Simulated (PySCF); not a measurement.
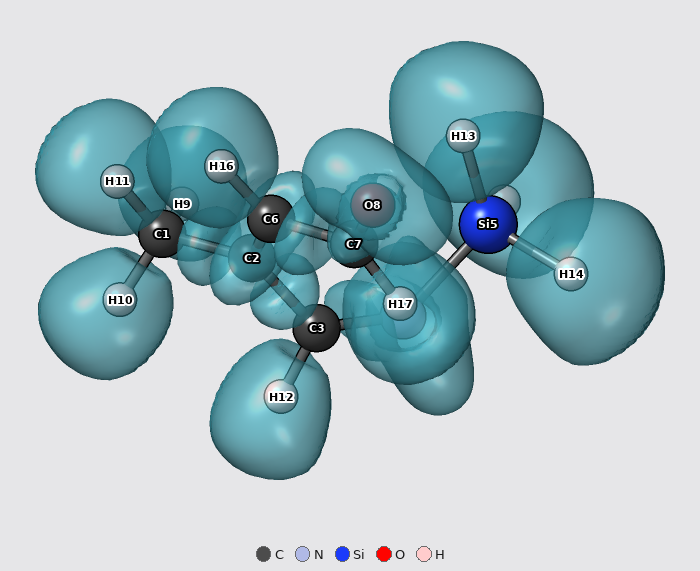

The picture shows: C5H9NOSi (SMILES CC(/C=N\[SiH3])=C/C=O). Isosurface of the electron localisation function at 0.75 (cyan), seen from one side. Core shells and regions of very low density are left out.

Geometry: GFN2-xTB.

Computed with PBE0/pcSseg-1, SCF density, gas phase, non-relativistic (PySCF 2.14.0).

Input file:

```
{"job": {"kind": "nmr", "xc": "PBE0", "basis": "pcSseg-1"}, "charge": 0, "multiplicity": 1}
C     -0.878839    -2.149894    -0.137673
C     -0.687231    -0.687851     0.112117
C      0.262207    -0.394874     1.204183
N      1.328005     0.255290     1.143417
Si     2.214987     1.096150    -0.069033
C     -1.323544     0.253456    -0.600203
C     -1.238110     1.685755    -0.350856
O     -1.768770     2.524925    -1.035884
H      0.077061    -2.615592    -0.377732
H     -1.260680    -2.634477     0.760921
H     -1.573290    -2.320957    -0.955793
H      0.008810    -0.871488     2.157838
H      1.614679     1.229270    -1.401043
H      2.414160     2.403035     0.546855
H      3.441815     0.306136    -0.143391
H     -1.986483    -0.033677    -1.407482
H     -0.651774     1.966823     0.543849
```

Run with:

```sh
OMP_NUM_THREADS=1 python probes_run.py task.json out
```

Q: Identify the bonds, lone pairs and shells in this picture.

A: At this value the surface marks out four regions between bonded C–C atoms (shared pairs), nine regions around hydrogen nuclei, one region on N in which the atom's valence shell and bonds are merged and one region on O in which the atom's valence shell and bonds are merged. Along the contacts the grid gives the following. C–O (1.21 Å): the ELF peaks at about 0.85 between the atoms (a multiple bond). C–N (1.25 Å): the ELF peaks at about 0.90 between the atoms; a multiple bond.
